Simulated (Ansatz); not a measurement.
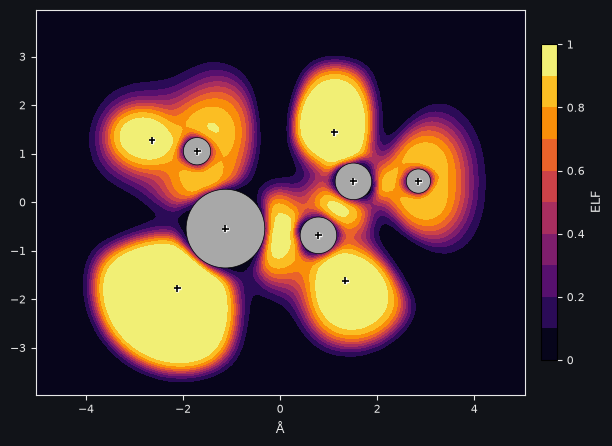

The electron localisation function on a plane through atoms (crosses mark nuclei in the plane; grey discs cover the cores).

Computed with Ansatz, RKS PBE0-D4/def2-TZVPP.

Candidates:
A. AlH₅O₂Si (SMILES [OH][AlH][SiH2]O)
B. C₂H₄AlFO (SMILES [OH][AlH][CH]=CF)
C. BHOZn

Q: Which candidate gave the map?

A: Candidate B: C₂H₄AlFO on the molecular plane, which holds O, Al, C, F and H. C–C (1.33 Å): the ELF peaks at about 0.95 between the atoms: a short, multiple covalent bond. C–F (1.34 Å): the ELF peaks at about 0.80 between the atoms (a polar covalent bond).
